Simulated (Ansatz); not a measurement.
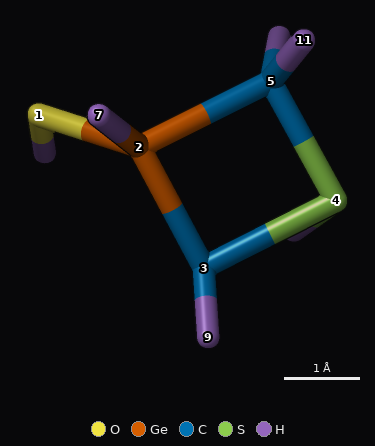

Figure 1. The input geometry (stick view, seen on its broad side; atoms are numbered from 1 in the order of the input). Sticks mark near contacts. Bond lengths as drawn: C–Ge 1.91 to 2.01 Å, C–H 1.10 Å, C–S 1.83 to 1.99 Å, Ge–H 1.54 Å, Ge–O 1.78 Å, H–O 0.97 Å and H–S 1.38 Å.

## C₂H₆GeOS: molecular dynamics (part 1 of 3)

The run: molecular dynamics of C₂H₆GeOS. Method and program: RKS PBE0-D4/def2-SVP (Ansatz 0.2.0).

It belongs to a series of runs on one base structure; here: dynamics from the highest image of the converged band. Figures and captions count atoms from 1; the log counts them from 0 in places.

## What the program printed
```
Engine: ansatz 0.2.0, x86_64-unknown-linux-gnu
Functional definition: PBE0
  parameter a = 0.25
  parameter kappa = 0.804
  parameter beta = 0.06672455060314922
  exchange = (1 - a)*pbe_x(kappa = kappa, mu = beta*pi^2/3) + a*exact_x
  correlation = pbe_c(beta = beta)
1309 factors; integrals over basis functions are off by at most 3.2e-4 eV
mean field evaluation 1: about -71528.3567 eV, gradient 7.2e1 eV
mean field evaluation 2: about -71501.8669 eV, gradient 1.2e2 eV
mean field evaluation 4: about -71539.4283 eV, gradient 9.7e0 eV
mean field evaluation 8: about -71539.6850 eV, gradient 2.5e-1 eV
mean field evaluation 16: about -71539.6852 eV, gradient 1.3e-4 eV
mean field -71539.68519614 eV, -2629.0349396177 hartree, gradient 4.1e-5 eV, S^2 0.000000; 0 other end points of the search recorded, 0 dependent functions left out
the calculation of the forces begins
reference -71539.68522305 eV, -2629.0349406068 hartree; 37, 37 occupied and 85, 85 virtual orbitals, 1309 factors
md step     0: t =     0.00 fs  T =   100.0 K  F+E_penalty+E_count = -71539.92720462 eV  E_kin = 0.116334 eV  conserved = -71539.81087062 eV  (30 SCF iters)
these checks for a lower state are left out or cut short: starts, cluster_reference, orbital_swaps, neighbouring_geometries, increment
1309 factors; integrals over basis functions are off by at most 3.1e-4 eV
mean field -71539.68358838 eV, -2629.0348805337 hartree, gradient 1.7e-5 eV, S^2 0.000000; 0 other end points of the search recorded, 0 dependent functions left out
the calculation of the forces begins
reference -71539.68361529 eV, -2629.0348815226 hartree; 37, 37 occupied and 85, 85 virtual orbitals, 1309 factors
md step     1: t =     0.50 fs  T =    98.6 K  F+E_penalty+E_count = -71539.92551120 eV  E_kin = 0.114668 eV  conserved = -71539.81084358 eV  (27 SCF iters)
[... from here on the SCF iterations and repeated set-up lines of each step are left out, up to the last step ...]
md step     2: t =     1.00 fs  T =    94.7 K  F+E_penalty+E_count = -71539.92089230 eV  E_kin = 0.110119 eV  conserved = -71539.81077332 eV  (27 SCF iters)
md step     3: t =     1.50 fs  T =    89.2 K  F+E_penalty+E_count = -71539.91445208 eV  E_kin = 0.103770 eV  conserved = -71539.81068175 eV  (27 SCF iters)
md step     4: t =     2.00 fs  T =    83.4 K  F+E_penalty+E_count = -71539.90762959 eV  E_kin = 0.097033 eV  conserved = -71539.81059642 eV  (27 SCF iters)
md step     5: t =     2.50 fs  T =    78.4 K  F+E_penalty+E_count = -71539.90177214 eV  E_kin = 0.091232 eV  conserved = -71539.81054016 eV  (27 SCF iters)
md step     6: t =     3.00 fs  T =    75.0 K  F+E_penalty+E_count = -71539.89776788 eV  E_kin = 0.087242 eV  conserved = -71539.81052626 eV  (27 SCF iters)
md step     7: t =     3.50 fs  T =    73.3 K  F+E_penalty+E_count = -71539.89583905 eV  E_kin = 0.085285 eV  conserved = -71539.81055395 eV  (27 SCF iters)
md step     8: t =     4.00 fs  T =    73.0 K  F+E_penalty+E_count = -71539.89555349 eV  E_kin = 0.084944 eV  conserved = -71539.81060956 eV  (28 SCF iters)
md step     9: t =     4.50 fs  T =    73.4 K  F+E_penalty+E_count = -71539.89603946 eV  E_kin = 0.085368 eV  conserved = -71539.81067110 eV  (28 SCF iters)
md step    10: t =     5.00 fs  T =    73.6 K  F+E_penalty+E_count = -71539.89633232 eV  E_kin = 0.085617 eV  conserved = -71539.81071488 eV  (28 SCF iters)
md step    11: t =     5.50 fs  T =    73.1 K  F+E_penalty+E_count = -71539.89574825 eV  E_kin = 0.085026 eV  conserved = -71539.81072237 eV  (28 SCF iters)
md step    12: t =     6.00 fs  T =    71.8 K  F+E_penalty+E_count = -71539.89417476 eV  E_kin = 0.083489 eV  conserved = -71539.81068583 eV  (28 SCF iters)
md step    13: t =     6.50 fs  T =    70.1 K  F+E_penalty+E_count = -71539.89218844 eV  E_kin = 0.081577 eV  conserved = -71539.81061134 eV  (27 SCF iters)
md step    14: t =     7.00 fs  T =    69.1 K  F+E_penalty+E_count = -71539.89095557 eV  E_kin = 0.080438 eV  conserved = -71539.81051736 eV  (27 SCF iters)
md step    15: t =     7.50 fs  T =    70.1 K  F+E_penalty+E_count = -71539.89194047 eV  E_kin = 0.081512 eV  conserved = -71539.81042881 eV  (28 SCF iters)
md step    16: t =     8.00 fs  T =    74.1 K  F+E_penalty+E_count = -71539.89652252 eV  E_kin = 0.086157 eV  conserved = -71539.81036568 eV  (28 SCF iters)
md step    17: t =     8.50 fs  T =    82.0 K  F+E_penalty+E_count = -71539.90568405 eV  E_kin = 0.095349 eV  conserved = -71539.81033477 eV  (28 SCF iters)
md step    18: t =     9.00 fs  T =    94.2 K  F+E_penalty+E_count = -71539.91991265 eV  E_kin = 0.109589 eV  conserved = -71539.81032388 eV  (32 SCF iters)
md step    19: t =     9.50 fs  T =   111.0 K  F+E_penalty+E_count = -71539.93938894 eV  E_kin = 0.129083 eV  conserved = -71539.81030620 eV  (32 SCF iters)
md step    20: t =    10.00 fs  T =   132.5 K  F+E_penalty+E_count = -71539.96440192 eV  E_kin = 0.154153 eV  conserved = -71539.81024918 eV  (32 SCF iters)
md step    21: t =    10.50 fs  T =   159.7 K  F+E_penalty+E_count = -71539.99585417 eV  E_kin = 0.185728 eV  conserved = -71539.81012585 eV  (29 SCF iters)
md step    22: t =    11.00 fs  T =   194.1 K  F+E_penalty+E_count = -71540.03569784 eV  E_kin = 0.225779 eV  conserved = -71539.80991907 eV  (33 SCF iters)
md step    23: t =    11.50 fs  T =   238.6 K  F+E_penalty+E_count = -71540.08720806 eV  E_kin = 0.277583 eV  conserved = -71539.80962527 eV  (33 SCF iters)
md step    24: t =    12.00 fs  T =   297.2 K  F+E_penalty+E_count = -71540.15505739 eV  E_kin = 0.345802 eV  conserved = -71539.80925512 eV  (32 SCF iters)
md step    25: t =    12.50 fs  T =   375.1 K  F+E_penalty+E_count = -71540.24518014 eV  E_kin = 0.436348 eV  conserved = -71539.80883248 eV  (32 SCF iters, 3 dispersion substeps)
md step    26: t =    13.00 fs  T =   477.8 K  F+E_penalty+E_count = -71540.36429560 eV  E_kin = 0.555868 eV  conserved = -71539.80842719 eV  (31 SCF iters, 3 dispersion substeps)
md step    27: t =    13.50 fs  T =   610.6 K  F+E_penalty+E_count = -71540.51854711 eV  E_kin = 0.710361 eV  conserved = -71539.80818618 eV  (31 SCF iters, 3 dispersion substeps)
md step    28: t =    14.00 fs  T =   777.1 K  F+E_penalty+E_count = -71540.71229875 eV  E_kin = 0.903980 eV  conserved = -71539.80831866 eV  (31 SCF iters, 3 dispersion substeps)
md step    29: t =    14.50 fs  T =   978.5 K  F+E_penalty+E_count = -71540.94767438 eV  E_kin = 1.138288 eV  conserved = -71539.80938625 eV  (31 SCF iters, 3 dispersion substeps)
md step    30: t =    15.00 fs  T =  1204.0 K  F+E_penalty+E_count = -71541.21276650 eV  E_kin = 1.400709 eV  conserved = -71539.81205778 eV  (32 SCF iters, 3 dispersion substeps)
md step    31: t =    15.50 fs  T =  1424.5 K  F+E_penalty+E_count = -71541.47361767 eV  E_kin = 1.657127 eV  conserved = -71539.81649033 eV  (31 SCF iters, 3 dispersion substeps)
md step    32: t =    16.00 fs  T =  1594.9 K  F+E_penalty+E_count = -71541.67621859 eV  E_kin = 1.855417 eV  conserved = -71539.82080171 eV  (32 SCF iters, 3 dispersion substeps)
md step    33: t =    16.50 fs  T =  1681.3 K  F+E_penalty+E_count = -71541.77569745 eV  E_kin = 1.955950 eV  conserved = -71539.81974746 eV  (32 SCF iters, 3 dispersion substeps)
md step    34: t =    17.00 fs  T =  1715.5 K  F+E_penalty+E_count = -71541.80532019 eV  E_kin = 1.995709 eV  conserved = -71539.80961143 eV  (31 SCF iters, 3 dispersion substeps)
md step    35: t =    17.50 fs  T =  1813.9 K  F+E_penalty+E_count = -71541.91034293 eV  E_kin = 2.110164 eV  conserved = -71539.80017902 eV  (32 SCF iters, 3 dispersion substeps)
md step    36: t =    18.00 fs  T =  2066.3 K  F+E_penalty+E_count = -71542.21070936 eV  E_kin = 2.403843 eV  conserved = -71539.80686596 eV  (31 SCF iters, 3 dispersion substeps)
md step    37: t =    18.50 fs  T =  2402.6 K  F+E_penalty+E_count = -71542.61764123 eV  E_kin = 2.795073 eV  conserved = -71539.82256793 eV  (31 SCF iters, 3 dispersion substeps)
md step    38: t =    19.00 fs  T =  2657.4 K  F+E_penalty+E_count = -71542.92157668 eV  E_kin = 3.091405 eV  conserved = -71539.83017205 eV  (31 SCF iters, 3 dispersion substeps)
md step    39: t =    19.50 fs  T =  2733.4 K  F+E_penalty+E_count = -71543.00765146 eV  E_kin = 3.179895 eV  conserved = -71539.82775638 eV  (31 SCF iters, 5 dispersion substeps)
md step    40: t =    20.00 fs  T =  2642.1 K  F+E_penalty+E_count = -71542.89547399 eV  E_kin = 3.073642 eV  conserved = -71539.82183218 eV  (29 SCF iters, 5 dispersion substeps)
md step    41: t =    20.50 fs  T =  2444.1 K  F+E_penalty+E_count = -71542.65993986 eV  E_kin = 2.843270 eV  conserved = -71539.81667017 eV  (31 SCF iters, 5 dispersion substeps)
md step    42: t =    21.00 fs  T =  2199.5 K  F+E_penalty+E_count = -71542.37204081 eV  E_kin = 2.558770 eV  conserved = -71539.81327063 eV  (31 SCF iters, 5 dispersion substeps)
md step    43: t =    21.50 fs  T =  1945.9 K  F+E_penalty+E_count = -71542.07523263 eV  E_kin = 2.263731 eV  conserved = -71539.81150147 eV  (31 SCF iters, 5 dispersion substeps)
md step    44: t =    22.00 fs  T =  1699.0 K  F+E_penalty+E_count = -71541.78688698 eV  E_kin = 1.976558 eV  conserved = -71539.81032891 eV  (31 SCF iters, 5 dispersion substeps)
md step    45: t =    22.50 fs  T =  1473.2 K  F+E_penalty+E_count = -71541.52365113 eV  E_kin = 1.713858 eV  conserved = -71539.80979294 eV  (30 SCF iters, 5 dispersion substeps)
md step    46: t =    23.00 fs  T =  1275.8 K  F+E_penalty+E_count = -71541.29378312 eV  E_kin = 1.484195 eV  conserved = -71539.80958860 eV  (31 SCF iters, 5 dispersion substeps)
md step    47: t =    23.50 fs  T =  1108.6 K  F+E_penalty+E_count = -71541.09923742 eV  E_kin = 1.289670 eV  conserved = -71539.80956737 eV  (31 SCF iters, 5 dispersion substeps)
md step    48: t =    24.00 fs  T =   971.0 K  F+E_penalty+E_count = -71540.93931402 eV  E_kin = 1.129656 eV  conserved = -71539.80965821 eV  (31 SCF iters, 5 dispersion substeps)
md step    49: t =    24.50 fs  T =   861.3 K  F+E_penalty+E_count = -71540.81181563 eV  E_kin = 1.002000 eV  conserved = -71539.80981611 eV  (31 SCF iters, 5 dispersion substeps)
md step    50: t =    25.00 fs  T =   776.8 K  F+E_penalty+E_count = -71540.71369386 eV  E_kin = 0.903691 eV  conserved = -71539.81000240 eV  (33 SCF iters, 5 dispersion substeps)
md step    51: t =    25.50 fs  T =   714.7 K  F+E_penalty+E_count = -71540.64160911 eV  E_kin = 0.831430 eV  conserved = -71539.81017906 eV  (33 SCF iters, 5 dispersion substeps)
md step    52: t =    26.00 fs  T =   672.4 K  F+E_penalty+E_count = -71540.59250263 eV  E_kin = 0.782193 eV  conserved = -71539.81030918 eV  (33 SCF iters, 5 dispersion substeps)
md step    53: t =    26.50 fs  T =   648.0 K  F+E_penalty+E_count = -71540.56416459 eV  E_kin = 0.753804 eV  conserved = -71539.81036061 eV  (33 SCF iters, 5 dispersion substeps)
md step    54: t =    27.00 fs  T =   640.7 K  F+E_penalty+E_count = -71540.55572159 eV  E_kin = 0.745407 eV  conserved = -71539.81031463 eV  (32 SCF iters, 5 dispersion substeps)
md step    55: t =    27.50 fs  T =   651.4 K  F+E_penalty+E_count = -71540.56792236 eV  E_kin = 0.757750 eV  conserved = -71539.81017197 eV  (33 SCF iters, 5 dispersion substeps)
md step    56: t =    28.00 fs  T =   681.8 K  F+E_penalty+E_count = -71540.60311552 eV  E_kin = 0.793159 eV  conserved = -71539.80995685 eV  (33 SCF iters, 5 dispersion substeps)
md step    57: t =    28.50 fs  T =   735.1 K  F+E_penalty+E_count = -71540.66487079 eV  E_kin = 0.855159 eV  conserved = -71539.80971143 eV  (31 SCF iters, 5 dispersion substeps)
md step    58: t =    29.00 fs  T =   814.8 K  F+E_penalty+E_count = -71540.75732429 eV  E_kin = 0.947837 eV  conserved = -71539.80948765 eV  (31 SCF iters, 5 dispersion substeps)
md step    59: t =    29.50 fs  T =   924.1 K  F+E_penalty+E_count = -71540.88440219 eV  E_kin = 1.075064 eV  conserved = -71539.80933858 eV  (28 SCF iters, 5 dispersion substeps)
md step    60: t =    30.00 fs  T =  1065.6 K  F+E_penalty+E_count = -71541.04898572 eV  E_kin = 1.239637 eV  conserved = -71539.80934849 eV  (31 SCF iters, 5 dispersion substeps)
md step    61: t =    30.50 fs  T =  1239.0 K  F+E_penalty+E_count = -71541.25115942 eV  E_kin = 1.441399 eV  conserved = -71539.80976013 eV  (31 SCF iters, 5 dispersion substeps)
md step    62: t =    31.00 fs  T =  1436.8 K  F+E_penalty+E_count = -71541.48227338 eV  E_kin = 1.671517 eV  conserved = -71539.81075623 eV  (31 SCF iters, 5 dispersion substeps)
md step    63: t =    31.50 fs  T =  1648.9 K  F+E_penalty+E_count = -71541.73172920 eV  E_kin = 1.918272 eV  conserved = -71539.81345712 eV  (31 SCF iters, 5 dispersion substeps)
md step    64: t =    32.00 fs  T =  1850.0 K  F+E_penalty+E_count = -71541.97162908 eV  E_kin = 2.152195 eV  conserved = -71539.81943425 eV  (30 SCF iters, 5 dispersion substeps)
md step    65: t =    32.50 fs  T =  1967.7 K  F+E_penalty+E_count = -71542.11949851 eV  E_kin = 2.289086 eV  conserved = -71539.83041242 eV  (30 SCF iters, 5 dispersion substeps)
md step    66: t =    33.00 fs  T =  1884.0 K  F+E_penalty+E_count = -71542.03625492 eV  E_kin = 2.191727 eV  conserved = -71539.84452774 eV  (30 SCF iters, 5 dispersion substeps)
md step    67: t =    33.50 fs  T =  1486.0 K  F+E_penalty+E_count = -71541.57560810 eV  E_kin = 1.728716 eV  conserved = -71539.84689191 eV  (30 SCF iters, 5 dispersion substeps)
md step    68: t =    34.00 fs  T =   860.6 K  F+E_penalty+E_count = -71540.81406982 eV  E_kin = 1.001165 eV  conserved = -71539.81290488 eV  (30 SCF iters, 5 dispersion substeps)
md step    69: t =    34.50 fs  T =   475.3 K  F+E_penalty+E_count = -71540.32373377 eV  E_kin = 0.552934 eV  conserved = -71539.77079961 eV  (30 SCF iters, 5 dispersion substeps)
md step    70: t =    35.00 fs  T =   763.3 K  F+E_penalty+E_count = -71540.68340891 eV  E_kin = 0.888032 eV  conserved = -71539.79537719 eV  (30 SCF iters, 5 dispersion substeps)
md step    71: t =    35.50 fs  T =  1477.0 K  F+E_penalty+E_count = -71541.56092612 eV  E_kin = 1.718222 eV  conserved = -71539.84270402 eV  (31 SCF iters, 5 dispersion substeps)
md step    72: t =    36.00 fs  T =  2053.1 K  F+E_penalty+E_count = -71542.24042105 eV  E_kin = 2.388479 eV  conserved = -71539.85194241 eV  (30 SCF iters, 5 dispersion substeps)
md step    73: t =    36.50 fs  T =  2265.1 K  F+E_penalty+E_count = -71542.47375161 eV  E_kin = 2.635034 eV  conserved = -71539.83871732 eV  (30 SCF iters, 5 dispersion substeps)
md step    74: t =    37.00 fs  T =  2192.2 K  F+E_penalty+E_count = -71542.37522836 eV  E_kin = 2.550242 eV  conserved = -71539.82498679 eV  (30 SCF iters, 5 dispersion substeps)
md step    75: t =    37.50 fs  T =  1974.8 K  F+E_penalty+E_count = -71542.11383377 eV  E_kin = 2.297408 eV  conserved = -71539.81642588 eV  (30 SCF iters, 5 dispersion substeps)
md step    76: t =    38.00 fs  T =  1715.4 K  F+E_penalty+E_count = -71541.80756826 eV  E_kin = 1.995558 eV  conserved = -71539.81201058 eV  (31 SCF iters, 5 dispersion substeps)
md step    77: t =    38.50 fs  T =  1463.4 K  F+E_penalty+E_count = -71541.51226187 eV  E_kin = 1.702392 eV  conserved = -71539.80986991 eV  (30 SCF iters, 5 dispersion substeps)
md step    78: t =    39.00 fs  T =  1238.5 K  F+E_penalty+E_count = -71541.24965249 eV  E_kin = 1.440783 eV  conserved = -71539.80886971 eV  (28 SCF iters, 5 dispersion substeps)
md step    79: t =    39.50 fs  T =  1056.9 K  F+E_penalty+E_count = -71541.03819525 eV  E_kin = 1.229540 eV  conserved = -71539.80865513 eV  (29 SCF iters, 5 dispersion substeps)
md step    80: t =    40.00 fs  T =   921.7 K  F+E_penalty+E_count = -71540.88118716 eV  E_kin = 1.072295 eV  conserved = -71539.80889247 eV  (30 SCF iters, 5 dispersion substeps)
md step    81: t =    40.50 fs  T =   829.4 K  F+E_penalty+E_count = -71540.77425683 eV  E_kin = 0.964886 eV  conserved = -71539.80937100 eV  (30 SCF iters, 5 dispersion substeps)
md step    82: t =    41.00 fs  T =   773.2 K  F+E_penalty+E_count = -71540.70943479 eV  E_kin = 0.899536 eV  conserved = -71539.80989918 eV  (30 SCF iters, 5 dispersion substeps)
md step    83: t =    41.50 fs  T =   745.9 K  F+E_penalty+E_count = -71540.67810340 eV  E_kin = 0.867783 eV  conserved = -71539.81032054 eV  (31 SCF iters, 5 dispersion substeps)
md step    84: t =    42.00 fs  T =   741.7 K  F+E_penalty+E_count = -71540.67338441 eV  E_kin = 0.862833 eV  conserved = -71539.81055142 eV  (32 SCF iters, 5 dispersion substeps)
md step    85: t =    42.50 fs  T =   757.2 K  F+E_penalty+E_count = -71540.69146347 eV  E_kin = 0.880878 eV  conserved = -71539.81058583 eV  (31 SCF iters, 5 dispersion substeps)
md step    86: t =    43.00 fs  T =   791.9 K  F+E_penalty+E_count = -71540.73172911 eV  E_kin = 0.921255 eV  conserved = -71539.81047374 eV  (31 SCF iters, 5 dispersion substeps)
md step    87: t =    43.50 fs  T =   847.3 K  F+E_penalty+E_count = -71540.79603050 eV  E_kin = 0.985742 eV  conserved = -71539.81028857 eV  (31 SCF iters, 5 dispersion substeps)
md step    88: t =    44.00 fs  T =   926.2 K  F+E_penalty+E_count = -71540.88753114 eV  E_kin = 1.077427 eV  conserved = -71539.81010377 eV  (31 SCF iters, 5 dispersion substeps)
md step    89: t =    44.50 fs  T =  1031.1 K  F+E_penalty+E_count = -71541.00955012 eV  E_kin = 1.199571 eV  conserved = -71539.80997942 eV  (31 SCF iters, 5 dispersion substeps)
md step    90: t =    45.00 fs  T =  1164.5 K  F+E_penalty+E_count = -71541.16461594 eV  E_kin = 1.354657 eV  conserved = -71539.80995876 eV  (31 SCF iters, 5 dispersion substeps)
md step    91: t =    45.50 fs  T =  1327.0 K  F+E_penalty+E_count = -71541.35378729 eV  E_kin = 1.543709 eV  conserved = -71539.81007865 eV  (30 SCF iters, 5 dispersion substeps)
md step    92: t =    46.00 fs  T =  1517.8 K  F+E_penalty+E_count = -71541.57611492 eV  E_kin = 1.765726 eV  conserved = -71539.81038899 eV  (30 SCF iters, 5 dispersion substeps)
md step    93: t =    46.50 fs  T =  1733.7 K  F+E_penalty+E_count = -71541.82786526 eV  E_kin = 2.016872 eV  conserved = -71539.81099343 eV  (30 SCF iters, 5 dispersion substeps)
md step    94: t =    47.00 fs  T =  1966.5 K  F+E_penalty+E_count = -71542.09991626 eV  E_kin = 2.287765 eV  conserved = -71539.81215127 eV  (30 SCF iters, 5 dispersion substeps)
```
